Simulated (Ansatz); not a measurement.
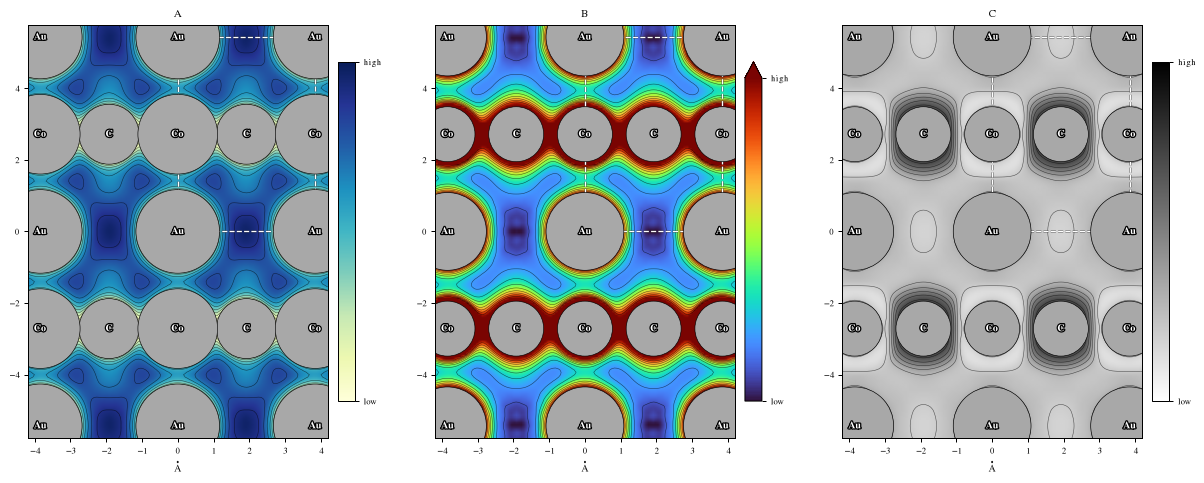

Co3AuC: 3 fields on the (11̄0) plane of the conventional cell, with unlabelled colour scales. Grey discs cover the atomic cores.

Space group Pm-3m; started from the antiperovskite prototype, which need not be the ambient phase; computed pressure about −11 GPa in this cell; computed without spin polarisation.

The calculation used DFT r2SCAN, scalar-relativistic, plane waves, PAW in Ansatz.

Q: The panels show electron localisation function, electrostatic potential energy of an electron and valence pseudo-density in some order. Assign them.

A: Panel A: electrostatic potential energy of an electron (low next to the atoms, rising into the space between them). Panel B: valence pseudo-density. Panel C: electron localisation function. From the grid: Co–Au (2.72 Å): ρ is about 0.31 e/Å³ halfway; the ELF is about 0.25 at the midpoint: no shared electron pair shows on this line.
